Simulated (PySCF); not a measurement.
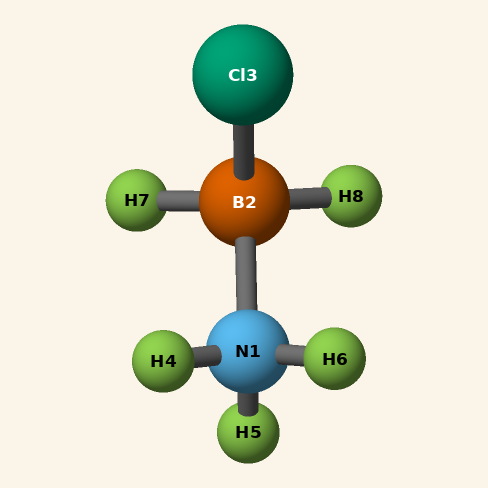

Every bond is drawn as one stick. Computed geometry: PBE0-D3(BJ)/def2-SVP optimisation. No frequency run is at hand to confirm it as a minimum. Computed with PBE0/STO-3G (PySCF 2.14.0).

Question: Which bond has the lowest Mayer bond order?

Answer: N1–B2, 0.65, at 1.624 Å.

List the Mayer bond orders of N1–B2, N1–H5, N1–H4, B2–Cl3, B2–H7 (one bond of each equivalent set).

| bond | Mayer order | length (Å) |
| --- | --- | --- |
| N1–B2 | 0.65 | 1.624 |
| N1–H5 | 0.90 | 1.022 |
| N1–H4 | 0.90 | 1.022 |
| B2–Cl3 | 0.88 | 1.856 |
| B2–H7 | 0.97 | 1.217 |
